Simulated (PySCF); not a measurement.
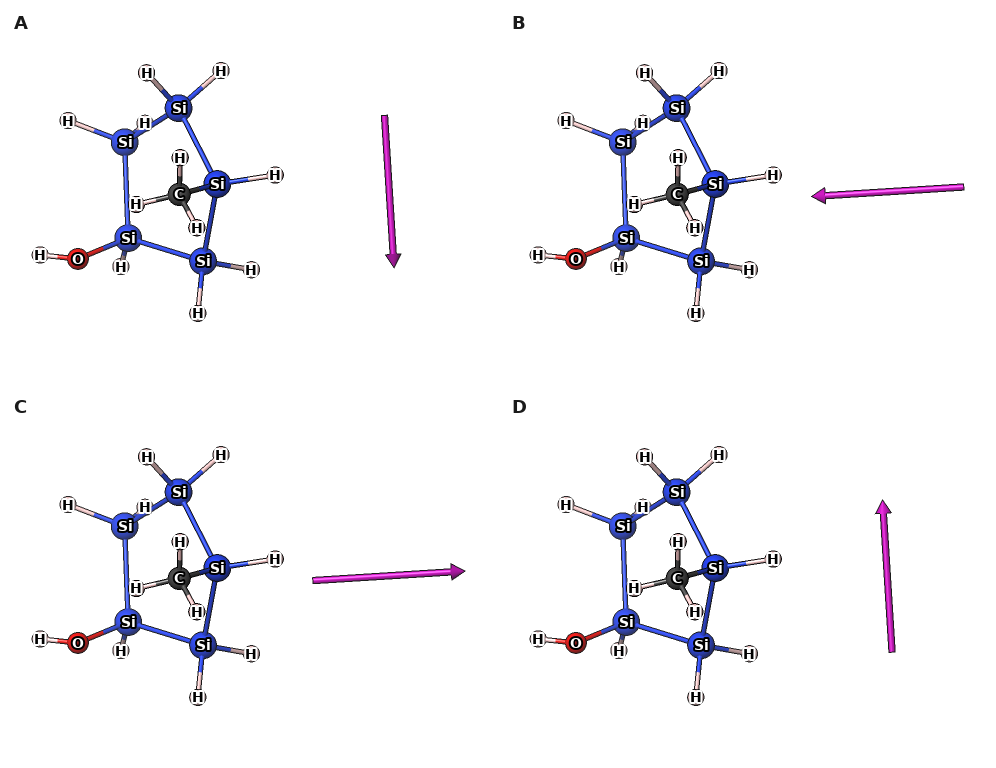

The same molecule four times, each with an arrow. Computed geometry: GFN2-xTB optimisation. No frequency run is at hand to confirm it as a minimum. Level of theory: PBE0/pcSseg-1, gas phase (PySCF 2.14.0).

Which arrow points along the dipole moment, from the negative to the positive end?

B. The dipole moment is 1.17 D.

The geometry is semi-empirical. Around Si such bond lengths and angles can be off by a tenth of an ångström or more and by several degrees, and values that hang on the shape move with them.
